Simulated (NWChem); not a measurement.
**doublet [C2H4F2]+ at 5 levels**

Wanted: a comparison of 5 runs (UHF/STO-3G, UHF/3-21G, UM06-2X/def2-SVPD, UB3LYP/def2-SVPD, UPBE0/def2-SVPD) of doublet [C2H4F2]+. 

The calculation is run with NWChem 7.3.0.

39 further runs of the same task are left out: 2 that didn't finish, 37 set aside as unsound or not needed.

### 1 Starting point

[C2H4F2]+: 8 atoms, total charge +1, spin state doublet. As SMILES of the parent species, `FCCF`. Geometry: relaxed at PBE0-D4/def2-TZVP. This is one conformer, not always the lowest. That shape belongs to the parent species and isn't relaxed for this state.

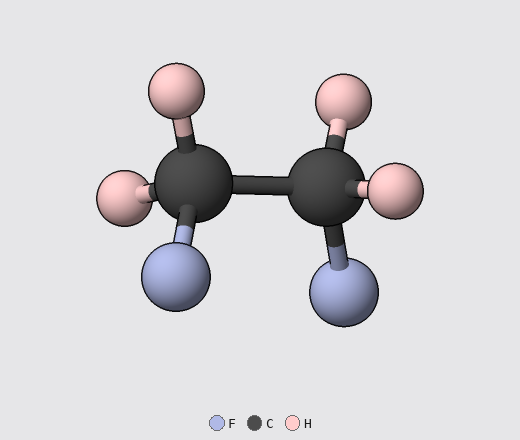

The structure, seen from a chosen angle (fluorine light blue, carbon dark grey, hydrogen pink).

### 2 The energy at UHF/STO-3G (run 1)

File test.nw:

```
start test
memory total 2200 mb
charge 1

geometry units angstroms noautosym nocenter noautoz
   F     -1.312370     0.775570     0.874010
   C     -0.115750     0.716060     0.193200
   C      0.217900    -0.696080    -0.177380
   F     -0.618130    -1.153280    -1.172850
   H     -0.201180     1.337840    -0.702830
   H      0.670250     1.117960     0.841860
   H      1.248900    -0.742470    -0.544780
   H      0.110390    -1.355610     0.688780
end

basis spherical bse
   F library STO-3G
   C library STO-3G
   H library STO-3G
end

scf
   nopen 1
   uhf
   thresh 1e-08
   maxiter 80
   print low
end

task scf energy
```

On the command line:

```bash
nwchem test.nw > test.out
```

Standard output:

```text
[...]
  functions       =    24
[...]
  wavefunction    = UHF
[...]
         Total SCF energy =   -272.863252737599
      One electron energy =   -623.273531757889
      Two electron energy =    222.275637678243
 Nuclear repulsion energy =    128.134641342048
                       Sz =      0.5000
                 Sz(Sz+1) =      0.7500
                      S^2 =      0.7540
[...]
```

Run time: 12 s. Hardware: 1 thread of Intel Xeon Platinum 8259CL at 2.50GHz (Skylake/Cascade Lake), shared host; peak memory 0.099 GiB.

### 3 The energy at UHF/3-21G (run 2)

File geom.nw:

```
echo
START geom
memory 2200 mb
charge 1

GEOMETRY units au noautosym nocenter noautoz
F  -2.48001987  1.46561489  1.65163953
C  -0.21873580  1.35315729  0.36509509
C   0.41177132 -1.31540056 -0.33519962
F  -1.16809641 -2.17938335 -2.21636529
H  -0.38017510  2.52815120 -1.32815621
H   1.26658894  2.11263822  1.59088484
H   2.36007896 -1.40306496 -1.02948500
H   0.20860687 -2.56173163  1.30160556
END

BASIS spherical bse
* library 3-21G
END

SCF
nopen 1
uhf
thresh 1e-08
maxiter 80
noprint "final vectors analysis"
END

TASK scf energy
```

On the command line:

```bash
nwchem geom.nw > geom.out
```

Standard output:

```text
[...]
  functions       =    44
[...]
  wavefunction    = UHF
[...]
         Total SCF energy =   -274.971797022057
      One electron energy =   -625.240204784223
      Two electron energy =    222.133775686925
 Nuclear repulsion energy =    128.134632075241
                       Sz =      0.5000
                 Sz(Sz+1) =      0.7500
                      S^2 =      0.7584
[...]
```

Run time: 18 s. Hardware: 1 thread of Intel Xeon Platinum 8259CL at 2.50GHz (Skylake/Cascade Lake), shared host; peak memory 0.099 GiB.

### 4 The energy at UM06-2X/def2-SVPD (run 3)

File mol.nw:

```
start mol
memory 2200 mb
charge 1
geometry units bohr noautosym nocenter noautoz
  F     -2.48001987     1.46561489     1.65163953
  C     -0.21873580     1.35315729     0.36509509
  C      0.41177132    -1.31540056    -0.33519962
  F     -1.16809641    -2.17938335    -2.21636529
  H     -0.38017510     2.52815120    -1.32815621
  H      1.26658894     2.11263822     1.59088484
  H      2.36007896    -1.40306496    -1.02948500
  H      0.20860687    -2.56173163     1.30160556
end
basis "ao basis" spherical bse
  * library def2-SVPD
end
dft
  xc m06-2x
  mult 2
  grid fine
  convergence energy 1e-08
  maxiter 100
  mulliken
  print low
end
task dft energy
```

On the command line:

```bash
nwchem mol.nw > mol.out
```

Standard output:

```text
[...]
 d= 0,ls=0.0,diis     1   -277.2608605074 -4.05D+02  9.18D-03  5.96D-01     7.7
[...]
 d= 0,ls=0.0,diis    19   -277.5227407239 -1.79D-09  9.14D-08  5.06D-11   122.7
[...]
         Total DFT energy =     -277.522740723878
      One electron energy =     -627.531540982756
           Coulomb energy =      254.539932585366
    Exchange-Corr. energy =      -32.665764401729
 Nuclear repulsion energy =      128.134632075241
[...]
      Total Density - Mulliken Population Analysis
     ---------------------------------------------
    Atom       Charge   Shell Charges
 -----------   ------   -------------------------------------------------------
    1 F    9     9.27   1.99  1.16  0.80  0.03  3.28  1.86  0.11  0.01  0.04
    2 C    6     5.40   1.99  0.97 -0.20  0.05  1.98  0.48  0.06  0.07
    3 C    6     5.40   1.99  0.97 -0.20  0.05  1.98  0.48  0.06  0.07
    4 F    9     9.27   1.99  1.16  0.80  0.03  3.28  1.86  0.11  0.01  0.04
    5 H    1     0.93   0.72  0.17  0.02  0.01
    6 H    1     0.90   0.72  0.16  0.02 -0.00
    7 H    1     0.90   0.72  0.16  0.02 -0.00
    8 H    1     0.93   0.72  0.17  0.02  0.01
[...]
      <S2> =      0.7552 (Exact =     0.7500)
[...]
```

It took 2.1 min on 1 thread of Intel Xeon Platinum 8259CL at 2.50GHz (Skylake/Cascade Lake), shared host; peak memory 0.12 GiB.

Run 4 isn't shown in full; the table further down has it.

### 5 The energy at UPBE0/def2-SVPD (run 5)

File job.nw:

```
start job
memory 2200 mb
charge 1

geometry units angstroms noautosym nocenter noautoz
F       -1.312370       0.775570       0.874010
C       -0.115750       0.716060       0.193200
C        0.217900      -0.696080      -0.177380
F       -0.618130      -1.153280      -1.172850
H       -0.201180       1.337840      -0.702830
H        0.670250       1.117960       0.841860
H        1.248900      -0.742470      -0.544780
H        0.110390      -1.355610       0.688780
end

basis spherical bse
* library def2-SVPD
end

dft
xc pbe0
mult 2
grid fine
convergence energy 1e-08
iterations 100
mulliken
print medium
end

task dft energy
```

On the command line:

```bash
nwchem job.nw > job.out
```

Standard output:

```text
[...]
          Wavefunction type:  spin polarized.
          No. of atoms     :     8
          No. of electrons :    33
[...]
          Charge           :     1
          Spin multiplicity:     2
[...]
          AO basis - number of functions:   118
[...]
              XC Information
              --------------
                         PBE0 Method XC Functional
                     Hartree-Fock (Exact) Exchange  0.250
          PerdewBurkeErnzerhof Exchange Functional  0.750
            Perdew 1991 LDA Correlation Functional  1.000 local
           PerdewBurkeErnz. Correlation Functional  1.000 non-local
[...]
 d= 0,ls=0.0,diis     1   -277.0935268678 -4.05D+02  1.11D-02  6.21D-01     6.3
[...]
 d= 0,ls=0.5,diis    50   -277.3653419568 -7.84D-09  2.32D-07  6.68D-09   255.9
[...]
         Total DFT energy =     -277.365341961266
      One electron energy =     -627.585529266183
           Coulomb energy =      254.587692852606
    Exchange-Corr. energy =      -32.502146889737
 Nuclear repulsion energy =      128.134641342048
[...]
      Total Density - Mulliken Population Analysis
     ---------------------------------------------
    Atom       Charge   Shell Charges
 -----------   ------   -------------------------------------------------------
    1 F    9     9.26   1.99  1.17  0.80  0.04  3.28  1.83  0.12  0.01  0.04
    2 C    6     5.43   1.98  0.98 -0.21  0.04  2.00  0.50  0.07  0.07
    3 C    6     5.43   1.98  0.98 -0.21  0.04  2.00  0.50  0.07  0.07
    4 F    9     9.26   1.99  1.17  0.80  0.04  3.28  1.83  0.12  0.01  0.04
    5 H    1     0.92   0.72  0.15  0.02  0.02
    6 H    1     0.89   0.72  0.15  0.02  0.00
    7 H    1     0.89   0.72  0.15  0.02  0.00
    8 H    1     0.92   0.72  0.15  0.02  0.02
[...]
      <S2> =      0.7535 (Exact =     0.7500)
[...]
```

It took 4.4 min on 1 thread of Intel Xeon Platinum 8259CL at 2.50GHz (Skylake/Cascade Lake), shared host; peak memory 0.12 GiB.

### 6 Overview of the runs

```csv
run,level,iteration cap,module,energy (Eh),⟨S²⟩,wall time
1,UHF/STO-3G,80,scf,-272.863253,0.754,12 s
2,UHF/3-21G,80,scf,-274.971797,0.758,18 s
3,UM06-2X/def2-SVPD,100,dft,-277.522741,0.755,2.1 min
4,UB3LYP/def2-SVPD,100,dft,-277.653873,0.753,4.7 min
5,UPBE0/def2-SVPD,100,dft,-277.365342,0.753,4.4 min
```

### 7 What came out

| quantity | value |
| --- | --- |
| run 5: total energy | -277.36534 Eh |
| run 5: HOMO energy (highest over α and β) | -17.57 eV |
| run 5: LUMO energy (lowest over α and β) | -14.82 eV |
| run 5: ⟨S²⟩ | 0.753 |

Totals of different functionals can't be ranked against each other. In run 1 the basis is minimal, so the values are rough. All runs together took 12 min, the longest 4.7 min.
